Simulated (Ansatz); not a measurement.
**Redistribution: C2H3F3 + CH3I → C2H3F2I + CH3F**

Species: C2H3F3 `FCC(F)F`, singlet; CH3I (methyl iodide) `CI`, singlet; C2H3F2I `FCC(F)I`, singlet; CH3F (fluoromethane) `CF`, singlet. The partners trade F for I; both sit on C, so the bond types are kept.

Shapes, held fixed at every level: PBE0-D4/def2-TZVP. Flexible molecules stand in one conformer, not always the lowest. Programs: Ansatz 0.2.0. The zero-point and thermal change to 298 K, harmonic and unscaled (PBE0-D4/def2-TZVP), is +0.7 kJ/mol.

| level | kind | ΔH(298 K) (kJ/mol) | less CCSD(T)/def2-TZVPP |
| --- | --- | --- | --- |
| HF/def2-SVP | Hartree–Fock | +74.5 | +23.6 |
| HF/def2-TZVPP | Hartree–Fock | +64.4 | +13.5 |
| PBE0-D4/def2-TZVPP | global hybrid | +49.0 | -1.9 |
| wB97M-V/def2-TZVPP | range-separated hybrid | +51.4 | +0.5 |
| MP2/def2-TZVPP | perturbation theory | +48.6 | -2.3 |
| CCSD/def2-SVP | coupled cluster or CI | +63.2 | +12.3 |
| CCSD/def2-TZVPP | coupled cluster or CI | +53.4 | +2.5 |
| CCSD(T)/def2-TZVPP | coupled cluster or CI | +50.9 | 0.0 |

The highest level, CCSD(T)/def2-TZVPP, gives ΔH(298 K) = +50.9 kJ/mol; the levels span +48.6 to +74.5. The column of differences is taken from that level and isn't an error. No measured value is set beside it here. For atoms past krypton def2 sets carry core potentials with scalar relativity. Outer-core shells of I are correlated, in sets that cover them unevenly.

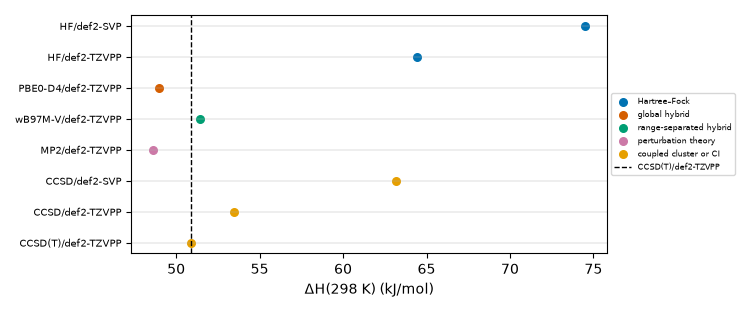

The values of the table, level by level.
